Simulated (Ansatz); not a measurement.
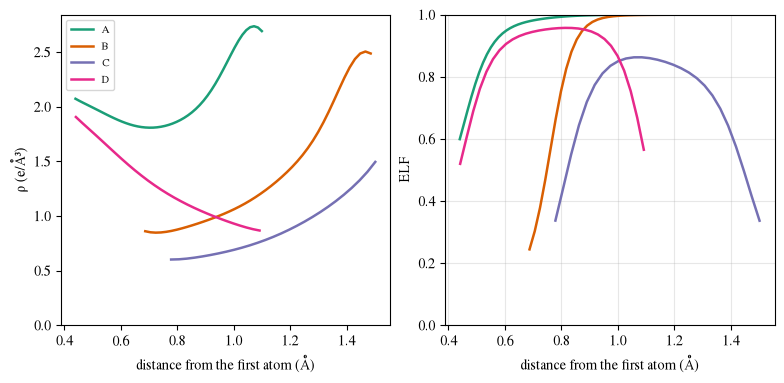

The picture shows: CH4Br2Si (SMILES C[SiH](Br)Br). Total electron density and electron localisation function along straight lines between neighbouring atoms. The curves leave out the atomic cores.

Geometry: PBE0-D3(BJ)/def2-SVP.

Level of theory: isolated molecule in a Gaussian basis; Kohn-Sham density functional theory, functional PBE0 (Ansatz).

```xyz
8

C     0.1143    1.5784   -0.7910
Br   -2.0386    0.2784   -2.9895
Br   -2.5917    0.2010    0.6013
Si   -1.0497    0.1453   -1.0012
H     0.8811    1.5606   -1.5807
H    -0.4364    2.5283   -0.8545
H     0.6092    1.5214    0.1907
H    -0.3817   -1.1793   -0.9268
```

**Which curve belongs to which contact (C–H, C–Si, Si–Br and Si–H)? The first atom named is at distance zero.**

Curve A: C–H (1.10 Å): the density is about 1.9 e/Å³ at the midpoint; the ELF climbs to about 1 towards the hydrogen, as it does in any bond to H (an ordinary covalent bond to hydrogen). Curve B: Si–H (1.49 Å): ρ is about 0.85 e/Å³ halfway; the ELF climbs to about 1 towards the hydrogen. Curve C: Si–Br (2.22 Å): the density is about 0.78 e/Å³ at the midpoint; the ELF peaks at about 0.85 between the atoms; a shared but strongly polarised pair. Curve D: C–Si (1.86 Å): ρ is about 1 e/Å³ halfway; the ELF peaks at about 0.95 between the atoms, as expected for localised, covalent bonding.
